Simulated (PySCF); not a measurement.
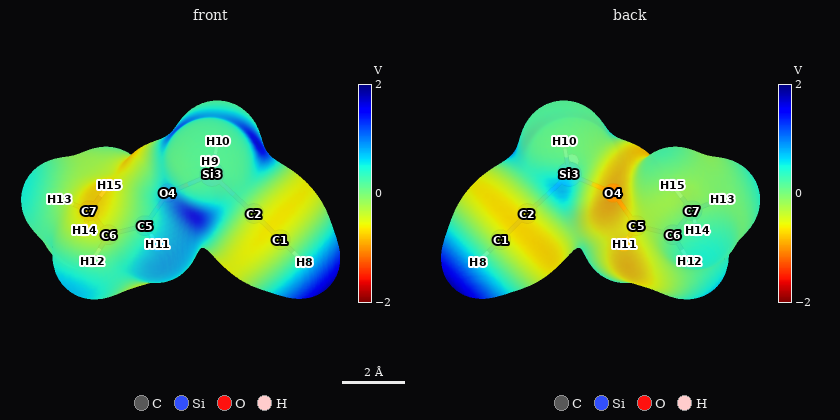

Figure. C$_{5}$H$_{8}$OSi. The molecular electrostatic potential painted on the density surface at 0.002 e/bohr³, seen from the front and from behind; the colour scale runs from red (negative) to blue (positive).

Geometry: GFN2-xTB.

Computed with PBE0/pcSseg-1, SCF density, gas phase, non-relativistic (PySCF 2.14.0).

```xyz
15

C     3.7234   -0.8781   -0.2087
C     2.8688   -0.0603   -0.4252
Si    1.5150    1.1696   -0.7435
O     0.0498    0.5346   -0.4366
C    -0.5022   -0.0175    0.6665
C    -1.7552   -0.4498    0.7009
C    -2.7037   -0.3859   -0.4506
H     4.4756   -1.5911   -0.0241
H     1.7861    2.3264    0.1171
H     1.3596    1.4528   -2.1626
H     0.1458   -0.0921    1.5315
H    -2.1246   -0.8818    1.6185
H    -3.5779    0.2110   -0.1912
H    -3.0486   -1.3862   -0.7103
H    -2.2164    0.0563   -1.3148
```

Q: Which sites attract a positive test charge, and which a negative one?

A: A positive charge is drawn to the negative regions and a negative charge to the positive ones. The most negative region (about −0.9 V, or −21 kcal/mol for a unit charge) lies over O4, the most positive (about +1.7 V, or +39 kcal/mol for a unit charge) over H8.

Q: What dipole moment does the calculation give?

A: Its dipole moment is 1.01 D.
